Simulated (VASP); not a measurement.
Band structure of Rh (fcc). These are LDA (Ceperley-Alder, Perdew-Zunger), VASP's LDA PAW potentials (set 64) (plane waves; VASP) values and carry that method's errors.

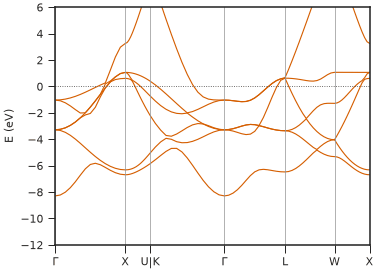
Figure. Bands along high-symmetry lines, zero at the valence-band maximum or, without a gap, the Fermi level

### Question
Read the plot: is there a gap, and where are the band edges?

### Answer
It has no gap at this level: it comes out as a metal or semimetal. (Edges off the drawn lines would not show.)

The compound is Rh in the fcc structure. It was relaxed first.
